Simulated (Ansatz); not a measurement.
The figure comes from a scan of SiO$_{2}$ (rutile): one O atom of a 6-atom cell moves by s along Cartesian z, with its periodic images. Computed with r2SCAN (plane waves to 500 eV, PAW, scalar-relativistic; Ansatz, an electronic-structure program). k mesh 7×7×10 (Γ-centred), Fermi-Dirac smearing 0.05 eV. Energies are smeared free energies. SiO2 was relaxed with its symmetry unable to fall. The PAW data are Ansatz's earlier set. ΔE is measured from the undisplaced structure.

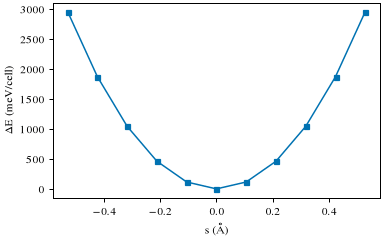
Figure: ΔE (meV/cell) against s (Å); one marker a computed point.

### Question
List the plotted points as numbers.

### Answer
To the nearest 50:

```json
[
 {"s (Å)": "-0.530", "ΔE (meV/cell)": "2950"},
 {"s (Å)": "-0.424", "ΔE (meV/cell)": "1850"},
 {"s (Å)": "-0.318", "ΔE (meV/cell)": "1050"},
 {"s (Å)": "-0.212", "ΔE (meV/cell)": "450"},
 {"s (Å)": "-0.106", "ΔE (meV/cell)": "100"},
 {"s (Å)": "0.000", "ΔE (meV/cell)": "0"},
 {"s (Å)": "0.106", "ΔE (meV/cell)": "100"},
 {"s (Å)": "0.212", "ΔE (meV/cell)": "450"},
 {"s (Å)": "0.318", "ΔE (meV/cell)": "1050"},
 {"s (Å)": "0.424", "ΔE (meV/cell)": "1850"},
 {"s (Å)": "0.530", "ΔE (meV/cell)": "2950"}
]
```

(A displaced cell: forces are minus the slopes of the energy, force constants its curvatures, and phonons follow from these.)
